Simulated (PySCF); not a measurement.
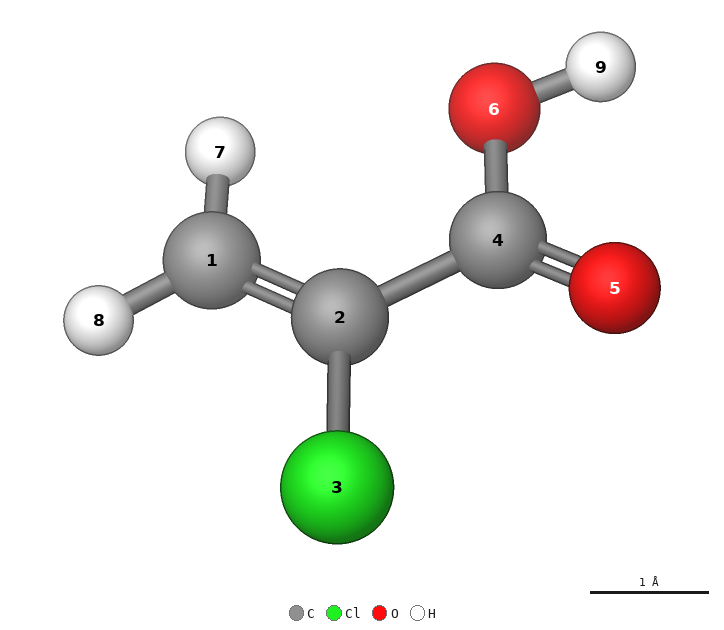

The atoms are numbered. Computed geometry: PBE0-D3(BJ)/def2-SVP optimisation. No frequency run is at hand to confirm it as a minimum.

List the bonds and their lengths.

```
  bond  length (Å)   order
 C1–C2       1.336  double
 C1–H7       1.091  single
 C1–H8       1.091  single
C2–Cl3       1.721  single
 C2–C4       1.496  single
 C4–O5       1.199  double
 C4–O6       1.339  single
 O6–H9       0.969  single
```
